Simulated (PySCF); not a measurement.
SMILES B[SiH2]CC=C at its GFN2-xTB optimised geometry (Å):

```
14

B      1.5065    -1.1018     0.0000
Si    -0.4469    -1.1018     0.0000
C     -1.0361     0.7409     0.0000
C     -0.4307     1.4834     1.1306
C     -1.0657     1.8200     2.2400
H      2.1228    -1.2192     0.9881
H      2.1222    -0.9364    -0.9820
H     -1.1229    -1.7231     1.1543
H     -1.1115    -1.6981    -1.1767
H     -0.7403     1.1959    -0.9461
H     -2.1228     0.7733     0.0638
H      0.6210     1.7231     1.0173
H     -0.5774     2.3411     3.0458
H     -2.1085     1.5880     2.3824
```

Calculation: B3LYP/def2-TZVP run with PySCF. Cells within 0.4 Å of a nucleus heavier than hydrogen are left out (blank, or x).

Map of the electron localisation function on the plane z = 1.5 Å:

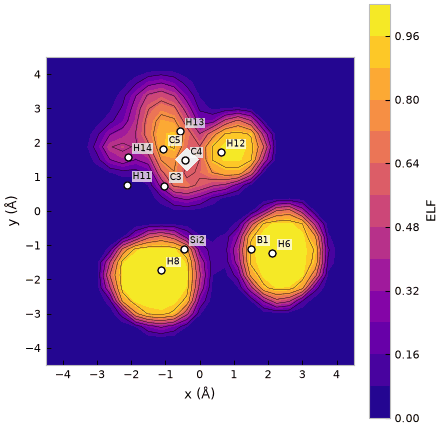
*Electron localisation function on the plane z = 1.5 Å.*
